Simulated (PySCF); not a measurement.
SMILES CCC(C)C (C5H12), singlet at its GFN2-xTB optimised geometry (Å):

```
17

C      1.3570     0.4590    -1.2842
C      0.7464    -0.0903     0.0000
C     -0.7863    -0.0903     0.0000
C     -1.3526     1.3277     0.0000
C     -1.3066    -0.8555     1.2159
H      1.1263     1.5134    -1.4105
H      2.4394     0.3514    -1.2615
H      0.9778    -0.0828    -2.1484
H      1.1037     0.4946     0.8509
H      1.0924    -1.1177     0.1386
H     -1.1309    -0.6031    -0.9056
H     -1.0644     1.8659    -0.8988
H     -0.9906     1.8795     0.8654
H     -2.4394     1.2998     0.0422
H     -0.9764    -0.3748     2.1346
H     -0.9394    -1.8795     1.2140
H     -2.3941    -0.8823     1.2154
```

Level of theory: PBE/def2-SVP run with PySCF 2.14.0. Cells within 0.4 Å of a nucleus heavier than hydrogen are left out (blank, or x).

Map of the Laplacian of the electron density (e/bohr⁵), clipped to [-1.50, 1.50] on the plane z = 0.0 Å:

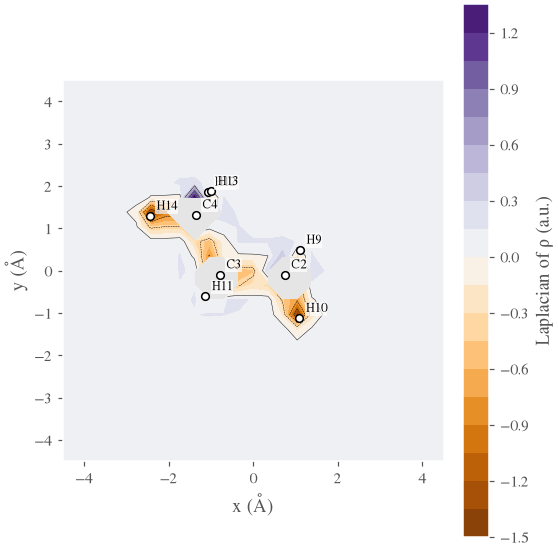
Laplacian of the electron density (e/bohr⁵), clipped to [-1.50, 1.50] on the plane z = 0.0 Å.
